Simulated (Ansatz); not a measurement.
C2H7B

Input

```
crystal:
  periodic: [false, false, false]
  atoms:
    - { symbol: B, position_ang: [0.112461, -0.02028, 0.285874] }
    - { symbol: H, position_ang: [-0.057754, -0.183295, 1.45033] }
    - { symbol: C, position_ang: [1.635134, 0.036456, -0.126967] }
    - { symbol: H, position_ang: [2.044428, -0.976982, -0.005756] }
    - { symbol: H, position_ang: [1.843925, 0.344645, -1.154187] }
    - { symbol: H, position_ang: [2.223696, 0.657711, 0.554009] }
    - { symbol: C, position_ang: [-1.117562, 0.028751, -0.672814] }
    - { symbol: H, position_ang: [-1.731042, -0.871149, -0.537616] }
    - { symbol: H, position_ang: [-1.78618, 0.849821, -0.383273] }
    - { symbol: H, position_ang: [-0.890706, 0.134222, -1.735401] }
basis:
  gaussian: { orbitals: def2-mTZVP }
hamiltonian:
  xc: b3lyp
relax:
  f_tol: 0.03
  max_steps: 50
output:
  orbitals: {}
```

Command:

```sh
ansatz run input.yaml --threads 1 --pin off --max-ram 2048MiB --backend cpu --events-out ev --progress --plain --runs-dir out
```

The fields are those of the run's last geometry, not of the input's.

Method: Ansatz, RKS B3LYP/def2-mTZVP.

What will maps of the electron density and electron localisation function show?

Answer. C–B (1.56 Å): the density is about 1.5 e/Å³ at the midpoint; the ELF peaks at about 1 between the atoms; a shared electron pair.
C–H (1.09 Å): the density is about 1.9 e/Å³ at the midpoint; the ELF climbs to about 1 towards the hydrogen, as it does in any bond to H; an ordinary covalent bond to hydrogen.
B–H (1.20 Å): ρ at the midpoint is about 1.2 e/Å³; the ELF climbs to about 1 towards the hydrogen: an ordinary covalent bond to hydrogen.

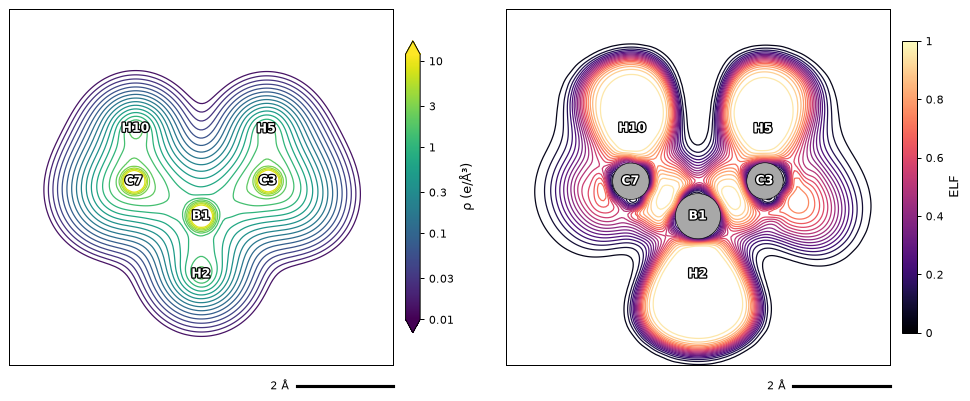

Computed electron density and electron localisation function on the plane of atoms C3, B1 and C7, in this order. Grey discs cover the atomic cores in the ELF map. 
